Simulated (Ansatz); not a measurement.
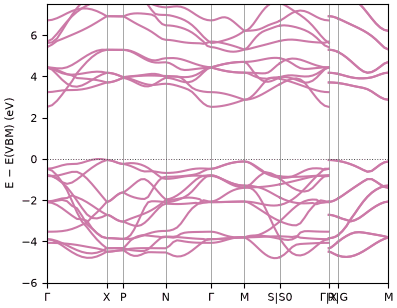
Fig. 1. Band structure from the program Ansatz at the r²SCAN level (PAW)

### Question
Read off the gap and where the band edges lie.

### Answer
About 2.5 eV (2.53 eV by a search for the band edges); maximum on the Γ–X line, 88 % of the way from Γ, minimum at Γ.

The material is TiO2 (anatase, I4_1/amd).

The r²SCAN relaxation kept the symmetry of its start. No spin polarisation was allowed.

Potentials: the later of the program's two PAW sets.
